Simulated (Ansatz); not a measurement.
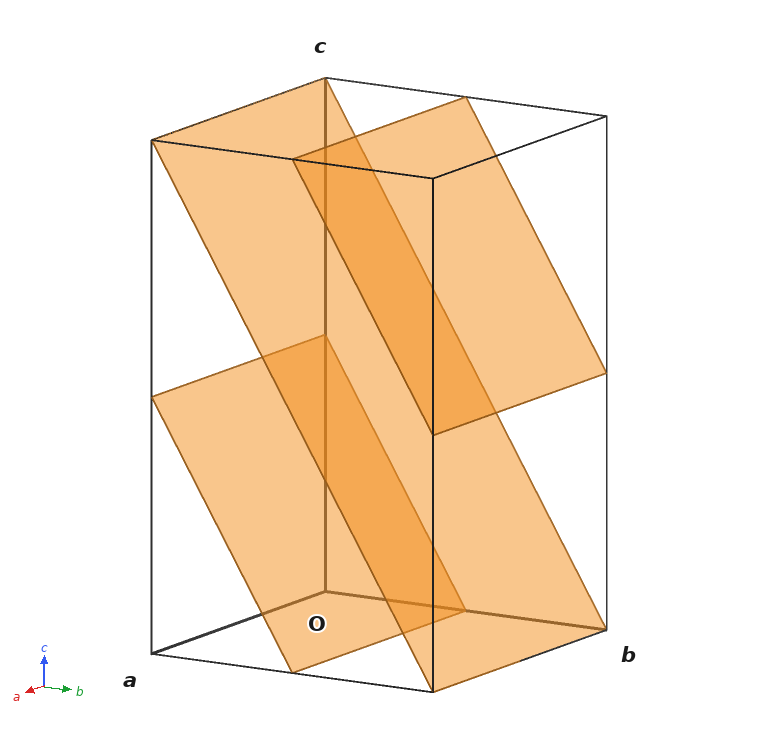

Crystal: NbSbO, the input geometry of an electronic-structure calculation (not necessarily at equilibrium); the starting structure was generated, so it need not be a known form of this composition. Every member of one family of equally spaced planes, hx + ky + lz = a whole number, that cuts the unit cell is shaded (one member passes through the origin O, touching the cell only at an edge or corner). Geometry calculated from the standardised cell; symmetry tolerance 0.002 Å.

a = 4.126 Å, b = 4.126 Å, c = 6.575 Å, α = 90.00°, β = 90.00°, γ = 90.00°.

> What are the Miller indices?

(0 2 2); the opposite sign names the same planes. The member next to the origin meets the axes a never, b at 1/2, c at 1/2.

> What is the spacing?

d = 1.747 Å.
